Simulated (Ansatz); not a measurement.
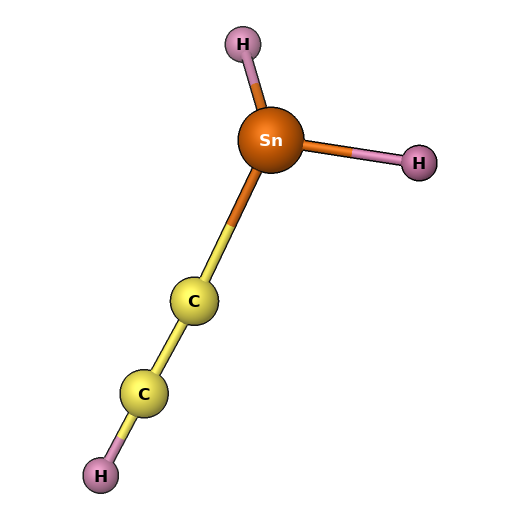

A ball-and-stick model of a molecule.

Charge 0, doublet.

Describe the molecule.

It has 6 atoms: 2 carbon, 3 hydrogen and 1 tin (C2H3Sn). Its SMILES string is `C#[C][SnH2]`. Among its groups: alkyne. It is an open-shell species. Coordination: 2 C linear; 1 Sn trigonal pyramidal.

More results for the same structure follow; atom numbers are the same in all pictures, views and colours differ. Computed geometry: PBE0-D4/def2-TZVP optimisation.

## Electronic properties

Level of theory: UKS CAM-B3LYP-D4/def2-TZVPP, core potentials on Sn (Ansatz 0.2.0).

> Give the ⟨S²⟩ of the determinant at this level.

0.754.

> What is the HOMO energy (Kohn–Sham orbital)?

−7.40 eV.

## Thermal motion

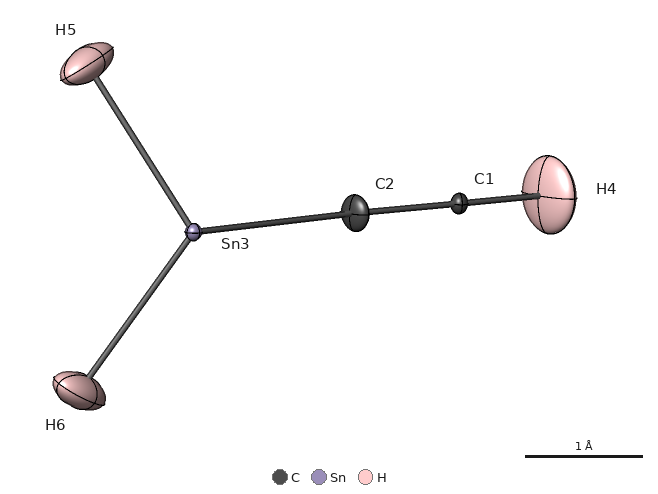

Displacement ellipsoids at the 50 % level, from the internal vibrations of the free molecule (harmonic, no overall translation or rotation; no half-axis is drawn under 0.075 Å). Vibrations computed with UKS PBE0-D4/def2-TZVP, core potentials on Sn (Ansatz 0.2.0). Temperature: 298 K.

Give the displacement parameters, one line for each set of equivalent atoms.

```
  atom  U_eq (Å²)   rms amplitudes (Å)
    C1     0.0028  0.043, 0.056, 0.058
    C2     0.0074  0.042, 0.101, 0.102
   Sn3    0.00004  0.003, 0.004, 0.009
    H4     0.0330  0.082, 0.213, 0.217
H5, H6     0.0245  0.094, 0.128, 0.220
```

## Charges

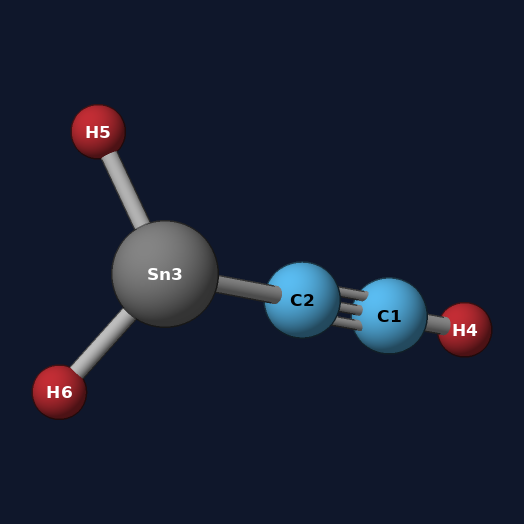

The questions are on Mulliken charges. Properties computed with UKS ωB97M-V/def2-TZVPP, core potentials on Sn (Ansatz 0.2.0).

> Which atom carries the highest charge (most positive or least negative)?

Sn3 (0.50 e).

> And the lowest?

C2 (−0.50 e).

Give the Mulliken charges atom by atom.

```tsv
atom	value (e)
C1	−0.07
C2	−0.50
Sn3	0.50
H4	0.22
H5	−0.07
H6	−0.07
```

Mulliken values depend strongly on the basis set and can even reverse the polarity of a bond.
